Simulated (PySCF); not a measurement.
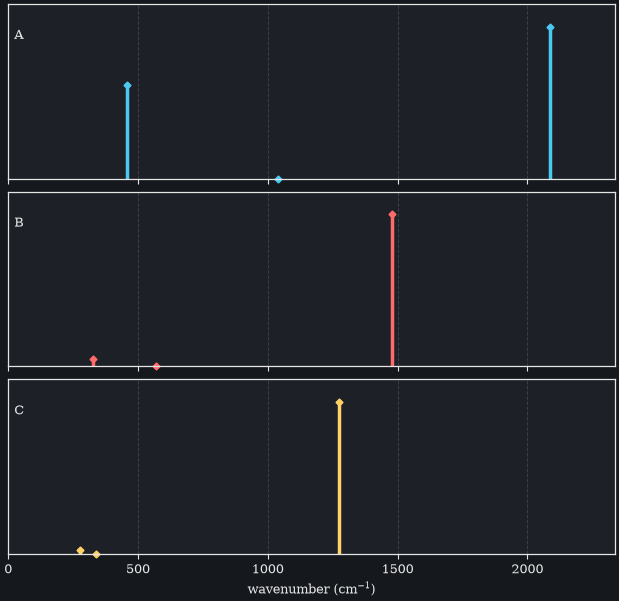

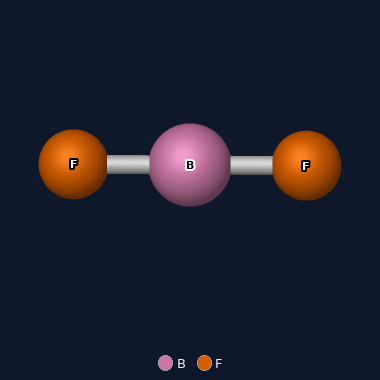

Harmonic infrared lines of BF₂⁺, BCl₂⁺ and BBr₂⁺, all D∞h singlets, each the lowest point that its search found (BF₂⁺ is drawn); the ligand atom changes down one group of the periodic table. PBE0/def2-TZVP, PySCF, unscaled, no spin-orbit coupling; each panel is scaled to its strongest line, degenerate modes are one line with their intensities summed, and dots on the axis are modes too weak to show or inactive.

Which panel belongs to which molecule?

A: BF₂⁺ (strongest line 2086.5 cm⁻¹); B: BCl₂⁺ (strongest line 1478.0 cm⁻¹); C: BBr₂⁺ (strongest line 1275.5 cm⁻¹).

How do the bond length and the stretches change along the series?

Mean bond length: BF₂⁺ 1.226, BCl₂⁺ 1.610, BBr₂⁺ 1.761 Å, rising down the group. Highest σu+ mode: BF₂⁺ 2087, BCl₂⁺ 1478, BBr₂⁺ 1275 cm⁻¹, falling down the group.

Give the modes by symmetry (cm⁻¹).

```csv
symmetry,BF₂⁺,BCl₂⁺,BBr₂⁺
πu,457.1,326.7,278.6
σg+,1038.2,570.5,339.0
σu+,2086.5,1478.0,1275.5
```

Caveats, for all or some of the runs: no scalar relativity.
